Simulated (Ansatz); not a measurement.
# Aluminium, simple cubic under LDA: structure, energy and stiffness, part 2 of 2

What does LDA give for aluminium in the simple cubic structure? We relax it, solve it on a dense k-mesh, switch on spin-orbit coupling, then scale the cell to 7 volumes from 88 to 112 % of the relaxed one and try a fit of the equation of state. The k-meshes are 12×12×12 for the relaxation; 19×19×19 for the dense run; 12×12×12 for spin-orbit coupling; 13×13×13 for the volumes.

Ansatz 0.2.0; DFT, LDA (PW92), plane waves (420 eV) with PAW, scalar-relativistic.

**4. With spin-orbit coupling**

This is Al in the simple cubic structure; at room conditions it is fcc.

Contents of input.yaml:

```yaml
crystal:
  lattice:
    - [2.6824252508, 0.0, 0.0]
    - [0.0, 2.6824252508, 0.0]
    - [0.0, 0.0, 2.6824252508]
  atoms:
    - { symbol: Al, position: [0.0, 0.0, 0.0] }
hamiltonian:
  xc: lda
  pseudopotentials:
    kind: paw_fr
    azcp:
      Al: "pseudopotentials/Al.paw.azcp"
basis:
  ecutwfc: 420
  fft_grid_basis: typed
kpoints:
  mp_grid: { grid: [12, 12, 12], shift: [0, 0, 0] }
magnetization:
  noncollinear: true
  spin_orbit: true
scf:
  occupations: { method: fermi_dirac, width: 0.1 }
output:
  write_density: true
  write_potential: true
  elf: true
  volumetric_format: npy
```

Log (excerpt; [...] marks lines left out):

```text
Warning: <dir> the record states the generating functional pbe (its physics header spells it `PBE`), which answers neither for hamiltonian.xc's functional nor for the lda family's — results may be inconsistent (PPs are generated against a specific XC)
Warning: RAYON_NUM_THREADS=2 ignored (pool sized by the plan → 2); use --threads N
[...]
Pseudopotentials: kind: paw_fr
Pseudopotential: Al, paw_fr, valence charge 3, recommended cutoff 420 eV (normal), <dir>
Functional definition: SPW92
[...]
non-collinear run that drives no moment, with spin-orbit: no starting moment large enough to seed its density (crystal.atoms[].spin), no starting occupations that ask for one, no magnetisation constraint and no magnetic field, so the semilocal B_xc is pinned to zero
Crystal: 1 atoms, lattice volume = 19.301 Å³
Basis set: ecut = 420 eV, 389 PW (Γ)
Bands: 12, of which v1, the nominal top of the filled ones, is band 3 counted from 1 (2 counted from 0)
Symmetry: 48 space group operations + 48 with time reversal
Magnetic group: BNS 221.93 (UNI 1595), of the structure as read, at distance tolerance 2.7e-5 Å
k-points: 84 of 1728
Projection manifold: j_resolved (fully-relativistic pseudo-atomic orbitals)
[...]
SCF iter   1: F=—  HF=-512.524949 eV  |F-HF|=—  |Δ(HF+E_count)|=         —  Δρ=1.41e-2  dr2=3.47e-2  dr2_m=0.00e0 (ungated)  ethr=3.10e-3  |M|=0.00e0 ∫|m|=0.00e0 μB  |m|>n=0.0e0 m-floor=0.0e0 τ_xc=0.0e0  β_m=0.30  ⟨swp⟩=5.9  Hψ=4899  notcnv=0  defer=24
[...]
SCF iter   5: F=-512.498109 eV  HF=-512.498109 eV  |F-HF|=8.46e-9  |Δ(HF+E_count)|=   3.31e-8  Δρ=1.46e-5  dr2=3.27e-8  dr2_m=0.00e0 (ungated)  ethr=3.33e-9  |M|=0.00e0 ∫|m|=0.00e0 μB  |m|>n=0.0e0 m-floor=0.0e0 τ_xc=0.0e0  ⟨swp⟩=5.3  Hψ=2588  notcnv=0
[...]
SCF converged after 5 iterations
Magnetization: |M| = 0.0000 μB,  M = (+0.0000, +0.0000, +0.0000) μB
Absolute magnetization: 0.0000 μB (∫|m|)
  site 0: m = (+0.0000, +0.0000, +0.0000) μB, |m| = 0.0000 μB  (R = 1.11 Å)
Free energy (F): -512.498109 eV
[...]
E sigma→0 (E₀):  -512.490054 eV
Entropy (-TS):   -0.016109 eV (-16.109 meV/atom)
Fermi energy:    5.784694 eV
[...]
--- Band table (eV; the first three rows and the last of 84) ---
  k-point 0: bands = ["-3.9805", "-3.9805", "13.8405", "13.8405", "13.8405", "13.8405", "15.1321", "15.1321", "15.1770", "15.1770", "15.1770", "15.1770"]
[...]
```

Wall time 2 s (2 threads of Arm Neoverse V2, shared host); peak memory 0.27 GiB.

With and without spin-orbit coupling:

|  | scalar-relativistic | with spin-orbit coupling |
| --- | --- | --- |
| k-mesh | 19×19×19 | 12×12×12 |
| gap on the mesh | none (levels filled in part) | none (levels filled in part) |

The meshes differ, so small differences between the columns need not come from spin-orbit coupling.

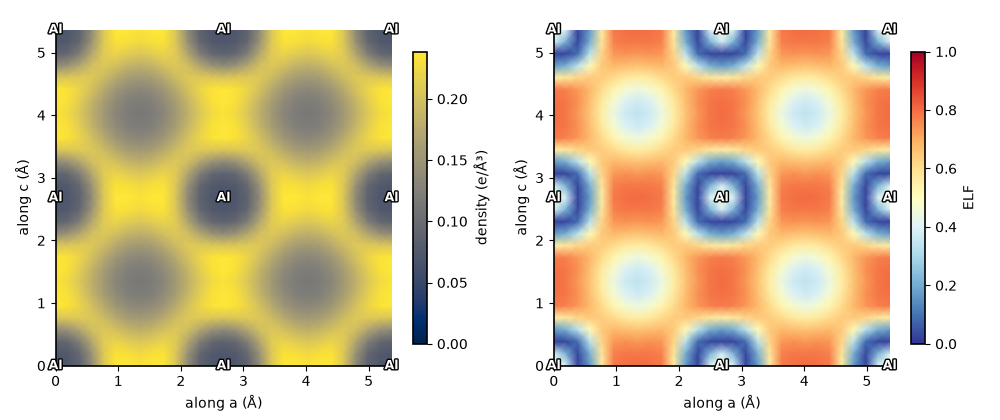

Density (left) and ELF (right) in a lattice plane of the grid's cell (edges 2.68 and 2.68 Å, at 0.000 of the third edge), which holds Al. Only atoms in the plane are labelled. Both are smooth fields of the valence electrons: close to the nuclei they are not physical.

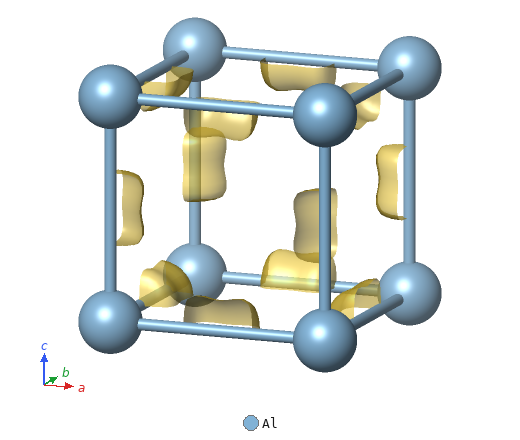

Surface of ELF = 0.74, drawn in one cell.

Maxima of ELF outside the ion cores: 0.80 on the Al–Al line, 1.3 Å from Al.

**5. The cell scaled to 88 % of its volume**

Contents of input.yaml:

```yaml
crystal:
  lattice:
    - [2.5705251223, 0.0, 0.0]
    - [0.0, 2.5705251223, 0.0]
    - [0.0, 0.0, 2.5705251223]
  atoms:
    - { symbol: Al, position: [0.0, 0.0, 0.0] }
hamiltonian:
  xc: lda
  pseudopotentials:
    kind: paw
    azcp:
      Al: "pseudopotentials/Al.paw.azcp"
basis:
  ecutwfc: 420
  fft_grid_basis: typed
kpoints:
  mp_grid: { grid: [13, 13, 13], shift: [0, 0, 0] }
magnetization:
  spin_polarized: false
scf:
  occupations: { method: fermi_dirac, width: 0.1 }
  lower_state_search: "off"
output:
  stress: true
```

Log (excerpt; [...] marks lines left out):

```text
Warning: <dir> the record states the generating functional pbe (its physics header spells it `PBE`), which answers neither for hamiltonian.xc's functional nor for the lda family's — results may be inconsistent (PPs are generated against a specific XC)
Warning: RAYON_NUM_THREADS=2 ignored (pool sized by the plan → 2); use --threads N
[...]
Pseudopotentials: kind: paw
Pseudopotential: Al, paw, valence charge 3, recommended cutoff 420 eV (normal), <dir>
Functional definition: SPW92
[...]
Crystal: 1 atoms, lattice volume = 16.985 Å³
Basis set: ecut = 420 eV, 341 PW (Γ)
Bands: 6, of which v1, the nominal top of the filled ones, is band 2 counted from 1 (1 counted from 0)
Symmetry: 48 space group operations
Space group: Pm-3m (ITA 221), of the structure as read, at distance tolerance 2.6e-5 Å
k-points: 84 of 2197
[...]
SCF iter   1: F=—  HF=-512.426269 eV  |F-HF|=—  |Δ(HF+E_count)|=         —  Δρ=1.88e-3  dr2=4.52e-4  ethr=1.77e-3  ⟨swp⟩=4.9  Hψ=4551  notcnv=0
[...]
SCF iter   6: F=-512.426143 eV  HF=-512.426143 eV  |F-HF|=2.27e-13  |Δ(HF+E_count)|=  6.82e-13  Δρ=1.42e-8  dr2=3.12e-14  ethr=1.00e-12  ⟨swp⟩=1.0  Hψ=1276  notcnv=0
[...]
SCF converged after 6 iterations
Free energy (F): -512.426143 eV
[...]
E sigma→0 (E₀):  -512.418172 eV
Entropy (-TS):   -0.015943 eV (-15.943 meV/atom)
Fermi energy:    6.994448 eV
[...]
--- Stress (GPa, compression-positive) ---
       10.497329       0.000000       0.000000
        0.000000      10.497329       0.000000
       -0.000000       0.000000      10.497329
  P = ⅓ Tr σ = 10.4973 GPa (104.973 kbar)
```

Run time: 0.38 s. Hardware: 2 threads of Arm Neoverse V2, shared host; peak memory 0.24 GiB.

**6. The cell scaled to 92 % of its volume**

input.yaml, as its differences from that of step 5:

```diff
@@ -2,5 +2,5 @@
   lattice:
-    - [2.5705251223, 0.0, 0.0]
-    - [0.0, 2.5705251223, 0.0]
-    - [0.0, 0.0, 2.5705251223]
+    - [2.6088968261, 0.0, 0.0]
+    - [0.0, 2.6088968261, 0.0]
+    - [0.0, 0.0, 2.6088968261]
   atoms:
```

Log (excerpt; [...] marks lines left out):

```text
Warning: <dir> the record states the generating functional pbe (its physics header spells it `PBE`), which answers neither for hamiltonian.xc's functional nor for the lda family's — results may be inconsistent (PPs are generated against a specific XC)
Warning: RAYON_NUM_THREADS=2 ignored (pool sized by the plan → 2); use --threads N
[...]
Pseudopotentials: kind: paw
Pseudopotential: Al, paw, valence charge 3, recommended cutoff 420 eV (normal), <dir>
Functional definition: SPW92
[...]
Crystal: 1 atoms, lattice volume = 17.757 Å³
Basis set: ecut = 420 eV, 365 PW (Γ)
Bands: 6, of which v1, the nominal top of the filled ones, is band 2 counted from 1 (1 counted from 0)
Symmetry: 48 space group operations
Space group: Pm-3m (ITA 221), of the structure as read, at distance tolerance 2.6e-5 Å
k-points: 84 of 2197
[...]
SCF iter   1: F=—  HF=-512.466135 eV  |F-HF|=—  |Δ(HF+E_count)|=         —  Δρ=1.78e-3  dr2=3.95e-4  ethr=1.77e-3  ⟨swp⟩=5.0  Hψ=4600  notcnv=0
[...]
SCF iter   6: F=-512.466087 eV  HF=-512.466087 eV  |F-HF|=2.27e-13  |Δ(HF+E_count)|=  3.41e-13  Δρ=2.86e-8  dr2=9.67e-14  ethr=1.00e-12  ⟨swp⟩=1.0  Hψ=1275  notcnv=0
[...]
SCF converged after 6 iterations
Free energy (F): -512.466087 eV
[...]
E sigma→0 (E₀):  -512.457753 eV
Entropy (-TS):   -0.016668 eV (-16.668 meV/atom)
Fermi energy:    6.561474 eV
[...]
--- Stress (GPa, compression-positive) ---
        6.231623      -0.000000       0.000000
       -0.000000       6.231623       0.000000
        0.000000       0.000000       6.231623
  P = ⅓ Tr σ = 6.2316 GPa (62.316 kbar)
```

Run time: 0.38 s. Hardware: 2 threads of Arm Neoverse V2, shared host; peak memory 0.24 GiB.

**7. The cell scaled to 96 % of its volume**

input.yaml, as its differences from that of step 6:

```diff
@@ -2,5 +2,5 @@
   lattice:
-    - [2.6088968261, 0.0, 0.0]
-    - [0.0, 2.6088968261, 0.0]
-    - [0.0, 0.0, 2.6088968261]
+    - [2.6461718168, 0.0, 0.0]
+    - [0.0, 2.6461718168, 0.0]
+    - [0.0, 0.0, 2.6461718168]
   atoms:
```

Log (excerpt; [...] marks lines left out):

```text
Warning: <dir> the record states the generating functional pbe (its physics header spells it `PBE`), which answers neither for hamiltonian.xc's functional nor for the lda family's — results may be inconsistent (PPs are generated against a specific XC)
Warning: RAYON_NUM_THREADS=2 ignored (pool sized by the plan → 2); use --threads N
[...]
Pseudopotentials: kind: paw
Pseudopotential: Al, paw, valence charge 3, recommended cutoff 420 eV (normal), <dir>
Functional definition: SPW92
[...]
Crystal: 1 atoms, lattice volume = 18.529 Å³
Basis set: ecut = 420 eV, 365 PW (Γ)
Bands: 6, of which v1, the nominal top of the filled ones, is band 2 counted from 1 (1 counted from 0)
Symmetry: 48 space group operations
Space group: Pm-3m (ITA 221), of the structure as read, at distance tolerance 2.6e-5 Å
k-points: 84 of 2197
[...]
SCF iter   1: F=—  HF=-512.487502 eV  |F-HF|=—  |Δ(HF+E_count)|=         —  Δρ=1.74e-3  dr2=3.74e-4  ethr=1.77e-3  ⟨swp⟩=5.0  Hψ=4617  notcnv=0
[...]
SCF iter   6: F=-512.487506 eV  HF=-512.487506 eV  |F-HF|=1.14e-13  |Δ(HF+E_count)|=  1.25e-12  Δρ=2.14e-8  dr2=8.60e-14  ethr=1.00e-12  ⟨swp⟩=1.0  Hψ=1274  notcnv=0
[...]
SCF converged after 6 iterations
Free energy (F): -512.487506 eV
[...]
E sigma→0 (E₀):  -512.478783 eV
Entropy (-TS):   -0.017445 eV (-17.445 meV/atom)
Fermi energy:    6.161827 eV
[...]
--- Stress (GPa, compression-positive) ---
        2.781109       0.000000       0.000000
       -0.000000       2.781109       0.000000
        0.000000       0.000000       2.781109
  P = ⅓ Tr σ = 2.7811 GPa (27.811 kbar)
```

It took 0.38 s on 2 threads of Arm Neoverse V2, shared host; peak memory 0.24 GiB.

**8. The cell scaled to 100 % of its volume**

input.yaml, as its differences from that of step 7:

```diff
@@ -2,5 +2,5 @@
   lattice:
-    - [2.6461718168, 0.0, 0.0]
-    - [0.0, 2.6461718168, 0.0]
-    - [0.0, 0.0, 2.6461718168]
+    - [2.6824252508, 0.0, 0.0]
+    - [0.0, 2.6824252508, 0.0]
+    - [0.0, 0.0, 2.6824252508]
   atoms:
```

Log (excerpt; [...] marks lines left out):

```text
Warning: <dir> the record states the generating functional pbe (its physics header spells it `PBE`), which answers neither for hamiltonian.xc's functional nor for the lda family's — results may be inconsistent (PPs are generated against a specific XC)
Warning: RAYON_NUM_THREADS=2 ignored (pool sized by the plan → 2); use --threads N
[...]
Pseudopotentials: kind: paw
Pseudopotential: Al, paw, valence charge 3, recommended cutoff 420 eV (normal), <dir>
Functional definition: SPW92
[...]
Crystal: 1 atoms, lattice volume = 19.301 Å³
Basis set: ecut = 420 eV, 389 PW (Γ)
Bands: 6, of which v1, the nominal top of the filled ones, is band 2 counted from 1 (1 counted from 0)
Symmetry: 48 space group operations
Space group: Pm-3m (ITA 221), of the structure as read, at distance tolerance 2.7e-5 Å
k-points: 84 of 2197
[...]
SCF iter   1: F=—  HF=-512.493920 eV  |F-HF|=—  |Δ(HF+E_count)|=         —  Δρ=1.73e-3  dr2=3.76e-4  ethr=1.77e-3  ⟨swp⟩=4.9  Hψ=4604  notcnv=0
[...]
SCF iter   6: F=-512.493959 eV  HF=-512.493959 eV  |F-HF|=1.14e-13  |Δ(HF+E_count)|=  4.89e-12  Δρ=1.68e-8  dr2=7.30e-14  ethr=1.00e-12  ⟨swp⟩=1.0  Hψ=1270  notcnv=0
[...]
SCF converged after 6 iterations
Free energy (F): -512.493959 eV
[...]
E sigma→0 (E₀):  -512.484833 eV
Entropy (-TS):   -0.018253 eV (-18.253 meV/atom)
Fermi energy:    5.791597 eV
[...]
--- Stress (GPa, compression-positive) ---
       -0.004289      -0.000000       0.000000
        0.000000      -0.004289       0.000000
        0.000000      -0.000000      -0.004289
  P = ⅓ Tr σ = -0.0043 GPa (-0.043 kbar)
```

It took 0.39 s on 2 threads of Arm Neoverse V2, shared host; peak memory 0.24 GiB.

**9. The cell scaled to 104 % of its volume**

input.yaml, as its differences from that of step 8:

```diff
@@ -2,5 +2,5 @@
   lattice:
-    - [2.6824252508, 0.0, 0.0]
-    - [0.0, 2.6824252508, 0.0]
-    - [0.0, 0.0, 2.6824252508]
+    - [2.7177243679, 0.0, 0.0]
+    - [0.0, 2.7177243679, 0.0]
+    - [0.0, 0.0, 2.7177243679]
   atoms:
@@ -25 +25,5 @@
   stress: true
+  write_density: true
+  write_potential: true
+  elf: true
+  volumetric_format: npy
```

Log (excerpt; [...] marks lines left out):

```text
Warning: <dir> the record states the generating functional pbe (its physics header spells it `PBE`), which answers neither for hamiltonian.xc's functional nor for the lda family's — results may be inconsistent (PPs are generated against a specific XC)
Warning: RAYON_NUM_THREADS=2 ignored (pool sized by the plan → 2); use --threads N
[...]
Pseudopotentials: kind: paw
Pseudopotential: Al, paw, valence charge 3, recommended cutoff 420 eV (normal), <dir>
Functional definition: SPW92
[...]
Crystal: 1 atoms, lattice volume = 20.073 Å³
Basis set: ecut = 420 eV, 389 PW (Γ)
Bands: 6, of which v1, the nominal top of the filled ones, is band 2 counted from 1 (1 counted from 0)
Symmetry: 48 space group operations
Space group: Pm-3m (ITA 221), of the structure as read, at distance tolerance 2.7e-5 Å
k-points: 84 of 2197
[...]
SCF iter   1: F=—  HF=-512.488291 eV  |F-HF|=—  |Δ(HF+E_count)|=         —  Δρ=1.76e-3  dr2=4.08e-4  ethr=1.77e-3  ⟨swp⟩=4.9  Hψ=4621  notcnv=0
[...]
SCF iter   6: F=-512.488345 eV  HF=-512.488345 eV  |F-HF|=1.14e-13  |Δ(HF+E_count)|=  1.00e-11  Δρ=3.94e-8  dr2=1.95e-13  ethr=1.00e-12  ⟨swp⟩=3.2  Hψ=1637  notcnv=0
[...]
SCF converged after 6 iterations
Free energy (F): -512.488345 eV
[...]
E sigma→0 (E₀):  -512.478807 eV
Entropy (-TS):   -0.019076 eV (-19.076 meV/atom)
Fermi energy:    5.447558 eV
[...]
--- Stress (GPa, compression-positive) ---
       -2.244274       0.000000       0.000000
       -0.000000      -2.244274       0.000000
        0.000000       0.000000      -2.244274
  P = ⅓ Tr σ = -2.2443 GPa (-22.443 kbar)
--- Band table (eV; the first three rows and the last of 84) ---
  k-point 0: bands = ["-4.0959", "13.4075", "13.4075", "14.5244", "14.5244", "14.5244"]
[...]
```

It took 0.52 s on 2 threads of Arm Neoverse V2, shared host; peak memory 0.25 GiB.

**10. The cell scaled to 108 % of its volume**

input.yaml, as its differences from that of step 9:

```diff
@@ -2,5 +2,5 @@
   lattice:
-    - [2.7177243679, 0.0, 0.0]
-    - [0.0, 2.7177243679, 0.0]
-    - [0.0, 0.0, 2.7177243679]
+    - [2.7521295946, 0.0, 0.0]
+    - [0.0, 2.7521295946, 0.0]
+    - [0.0, 0.0, 2.7521295946]
   atoms:
@@ -25,5 +25 @@
   stress: true
-  write_density: true
-  write_potential: true
-  elf: true
-  volumetric_format: npy
```

Log (excerpt; [...] marks lines left out):

```text
Warning: <dir> the record states the generating functional pbe (its physics header spells it `PBE`), which answers neither for hamiltonian.xc's functional nor for the lda family's — results may be inconsistent (PPs are generated against a specific XC)
Warning: RAYON_NUM_THREADS=2 ignored (pool sized by the plan → 2); use --threads N
[...]
Pseudopotentials: kind: paw
Pseudopotential: Al, paw, valence charge 3, recommended cutoff 420 eV (normal), <dir>
Functional definition: SPW92
[...]
Crystal: 1 atoms, lattice volume = 20.845 Å³
Basis set: ecut = 420 eV, 437 PW (Γ)
Bands: 6, of which v1, the nominal top of the filled ones, is band 2 counted from 1 (1 counted from 0)
Symmetry: 48 space group operations
Space group: Pm-3m (ITA 221), of the structure as read, at distance tolerance 2.8e-5 Å
k-points: 84 of 2197
[...]
SCF iter   1: F=—  HF=-512.472989 eV  |F-HF|=—  |Δ(HF+E_count)|=         —  Δρ=1.82e-3  dr2=4.69e-4  ethr=1.77e-3  ⟨swp⟩=4.9  Hψ=4623  notcnv=0
[...]
SCF iter   6: F=-512.473051 eV  HF=-512.473051 eV  |F-HF|=3.41e-13  |Δ(HF+E_count)|=  1.22e-11  Δρ=6.53e-8  dr2=8.83e-13  ethr=1.00e-12  ⟨swp⟩=1.0  Hψ=1284  notcnv=0
[...]
SCF converged after 6 iterations
Free energy (F): -512.473051 eV
[...]
E sigma→0 (E₀):  -512.463101 eV
Entropy (-TS):   -0.019899 eV (-19.899 meV/atom)
Fermi energy:    5.126929 eV
[...]
--- Stress (GPa, compression-positive) ---
       -4.040585      -0.000000       0.000000
        0.000000      -4.040585       0.000000
        0.000000      -0.000000      -4.040585
  P = ⅓ Tr σ = -4.0406 GPa (-40.406 kbar)
```

Run time: 0.39 s. Hardware: 2 threads of Arm Neoverse V2, shared host; peak memory 0.24 GiB.

**11. The cell scaled to 112 % of its volume**

input.yaml, as its differences from that of step 10:

```diff
@@ -2,5 +2,5 @@
   lattice:
-    - [2.7521295946, 0.0, 0.0]
-    - [0.0, 2.7521295946, 0.0]
-    - [0.0, 0.0, 2.7521295946]
+    - [2.7856954587, 0.0, 0.0]
+    - [0.0, 2.7856954587, 0.0]
+    - [0.0, 0.0, 2.7856954587]
   atoms:
```

Log (excerpt; [...] marks lines left out):

```text
Warning: <dir> the record states the generating functional pbe (its physics header spells it `PBE`), which answers neither for hamiltonian.xc's functional nor for the lda family's — results may be inconsistent (PPs are generated against a specific XC)
Warning: RAYON_NUM_THREADS=2 ignored (pool sized by the plan → 2); use --threads N
[...]
Pseudopotentials: kind: paw
Pseudopotential: Al, paw, valence charge 3, recommended cutoff 420 eV (normal), <dir>
Functional definition: SPW92
[...]
Crystal: 1 atoms, lattice volume = 21.617 Å³
Basis set: ecut = 420 eV, 437 PW (Γ)
Bands: 6, of which v1, the nominal top of the filled ones, is band 2 counted from 1 (1 counted from 0)
Symmetry: 48 space group operations
Space group: Pm-3m (ITA 221), of the structure as read, at distance tolerance 2.8e-5 Å
k-points: 84 of 2197
[...]
SCF iter   1: F=—  HF=-512.449940 eV  |F-HF|=—  |Δ(HF+E_count)|=         —  Δρ=1.87e-3  dr2=5.22e-4  ethr=1.77e-3  ⟨swp⟩=4.9  Hψ=4618  notcnv=0
[...]
SCF iter   6: F=-512.450004 eV  HF=-512.450004 eV  |F-HF|=9.09e-13  |Δ(HF+E_count)|=  7.62e-12  Δρ=1.04e-7  dr2=3.66e-12  ethr=1.54e-12  ⟨swp⟩=1.0  Hψ=1343  notcnv=0
[...]
SCF converged after 6 iterations
Free energy (F): -512.450004 eV
[...]
E sigma→0 (E₀):  -512.439657 eV
Entropy (-TS):   -0.020695 eV (-20.695 meV/atom)
Fermi energy:    4.827408 eV
[...]
--- Stress (GPa, compression-positive) ---
       -5.471353       0.000000      -0.000000
        0.000000      -5.471353       0.000000
        0.000000      -0.000000      -5.471353
  P = ⅓ Tr σ = -5.4714 GPa (-54.714 kbar)
```

It took 0.4 s on 2 threads of Arm Neoverse V2, shared host; peak memory 0.24 GiB.

**12. The equation of state**

The cell was scaled evenly, with its shape and the fractional positions fixed.

| V (Å³/atom) | E − E₀ (meV/atom) | P from the stress (GPa) | P from the fit (GPa) |
| --- | --- | --- | --- |
| 16.985 | 66.6 | 10.50 | 10.46 |
| 17.757 | 27.1 | 6.23 | 6.15 |
| 18.529 | 6.0 | 2.78 | 2.69 |
| 19.301 | 0.0 | 0.00 | -0.09 |
| 20.073 | 6.0 | -2.24 | -2.32 |
| 20.845 | 21.7 | -4.04 | -4.12 |
| 21.617 | 45.2 | -5.47 | -5.57 |

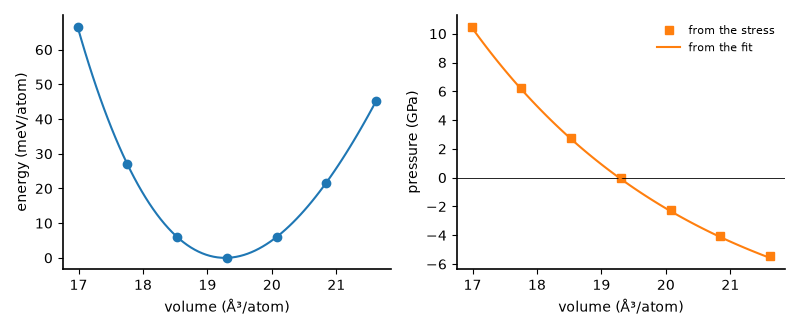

Energy and pressure against volume; the lines are the Birch-Murnaghan fit.

A third-order Birch-Murnaghan fit gives V₀ = 19.275 Å³/atom, B₀ = 63 GPa and B₀′ = 4.4; it misses no point by more than 0.03 meV/atom.

Fit and stress differ a little: one follows E(σ → 0), the other the smeared free energy.

**13. What came out**

This closing draws on all 2 parts.

| quantity | value |
| --- | --- |
| space group (spins left aside) | Pm-3m (No. 221) |
| conventional cell | a = 2.682 Å |
| volume | 19.301 Å³/atom |
| shortest distance | 2.682 Å |
| gap on the mesh | none (levels filled in part) |
| relative to fcc | +390 meV/atom |
| V₀, B₀, B₀′ | 19.275 Å³/atom, 63 GPa, 4.4 |

**Reading.** The relaxation enlarged the cell by 7.6 % in volume. Against the reference form of aluminium (fcc, computed apart with the same settings) it stands 390 meV/atom higher, so it is far from stable. Levels at the Fermi energy are filled in part, as in a metal. The total energy of the spin-orbit run (on a coarser mesh) lies -1 meV/atom from the scalar one; mesh and treatment of the core enter this figure, so it is no spin-orbit energy. B₀ comes out at 63 GPa. The symmetry was held, so the structure may be unstable against distortions that break it.
